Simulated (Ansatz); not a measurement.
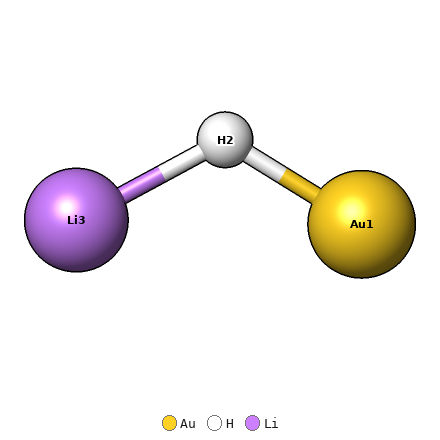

The system is Au + HLi, spin multiplicity 2; the picture shows the reference structure. The first coordinate is: distance Au1–H2; the second: distance H2–Li3. Nothing is relaxed (the angle Au1–H2–Li3 is fixed at 120 degrees). The grid has 14 × 14 points. At 8 points there is no value. Points are written as (first, second). All energies are given in kJ/mol relative to the lowest grid point. In part of the range the unrestricted reference is strongly spin-contaminated. Level of theory: UKS PBE0-D4/def2-TZVPD in Ansatz.

Its coordinates:

```yaml
atoms:
  - { symbol: Au, position_ang: [-1.6930, 0.0000, 0.0000] }
  - { symbol: H, position_ang: [0.0000, 0.0000, 0.0000] }
  - { symbol: Li, position_ang: [0.8955, 1.5511, 0.0000] }
```

Range: distance Au1–H2 from 1.336 to 3.736 Å; distance H2–Li3 from 1.272 to 3.672 Å.

Question: Predict the map.

Answer: The lowest grid point is at (1.693 Å, 1.791 Å). Other grid points that lie below all their neighbours: (1.693 Å, 1.483 Å) (1.4 kJ/mol higher). The highest grid point, (3.736 Å, 3.672 Å), lies 336 kJ/mol above the lowest.

| distance H2–Li3 ↓, distance Au1–H2 → | 1.336 | 1.422 | 1.547 | 1.693 | 1.855 | 2.029 | 2.214 | 2.409 | 2.613 | 2.824 | 3.042 | 3.268 | 3.499 | 3.736 |
| --- | --- | --- | --- | --- | --- | --- | --- | --- | --- | --- | --- | --- | --- | --- |
| 3.672 | 126 | 87 | 71 | 85 | 120 | 162 | 207 | 249 | 283 | 308 | 323 | 329 | 333 | 336 |
| 3.435 | 123 | 84 | 67 | 81 | 114 | 155 | 198 | 238 | 270 | 294 | 310 | 317 | 321 | 325 |
| 3.204 | 120 | 81 | 63 | 75 | 107 | 146 | 187 | 224 | 254 | – | 293 | 300 | 306 | – |
| 2.978 | 116 | 76 | 57 | 68 | 98 | 134 | 172 | 207 | 234 | 255 | 270 | 279 | 286 | 291 |
| 2.760 | 110 | – | 50 | 59 | 86 | 120 | 155 | 186 | 211 | 230 | 243 | 254 | 261 | 267 |
| 2.549 | 104 | 63 | 41 | 48 | 73 | 103 | 135 | 162 | 185 | 202 | 215 | 226 | 233 | 239 |
| 2.345 | 98 | – | 31 | 35 | 57 | 83 | 112 | 137 | 158 | 174 | 187 | – | 205 | 210 |
| 2.150 | 95 | 50 | 22 | 22 | 40 | 64 | 89 | 113 | 132 | 148 | 161 | 170 | 178 | 183 |
| 1.965 | 89 | 42 | 13 | 11 | 27 | 50 | 74 | 96 | 114 | 130 | 142 | 151 | 158 | 163 |
| 1.791 | 85 | 36 | 4 | 0 | 14 | 36 | 59 | 81 | 99 | 114 | 126 | 135 | 141 | 146 |
| 1.629 | 88 | 37 | 2 | – | 7 | 28 | 51 | 73 | 91 | 106 | 117 | 126 | 133 | 137 |
| 1.483 | 102 | 47 | 10 | 1 | 13 | 33 | 56 | 78 | 96 | 111 | 122 | 131 | 137 | 142 |
| 1.358 | 127 | 71 | 31 | – | 31 | 52 | 75 | 96 | 115 | 130 | 141 | 150 | 156 | – |
| 1.272 | 157 | 98 | 57 | 46 | 56 | 76 | 99 | 121 | 140 | 155 | 166 | 175 | 182 | 186 |

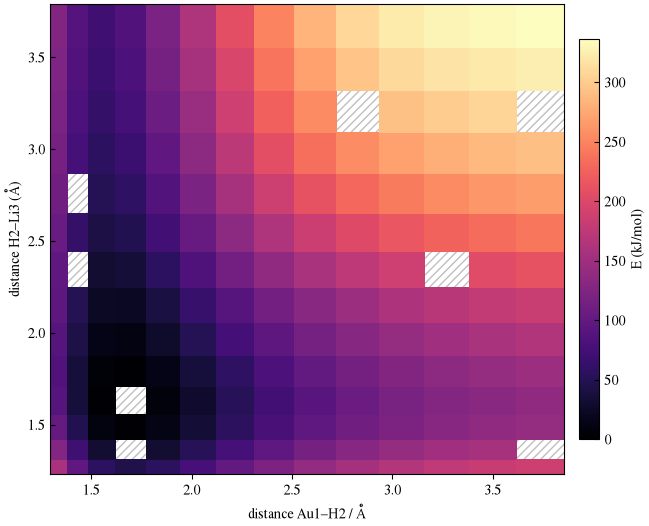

Drawn: one coloured cell a grid point, hatched blanks where no value was computed.

Time for the 188 points that were run: 14 min on 1 thread of Arm Neoverse V2, on a shared host.
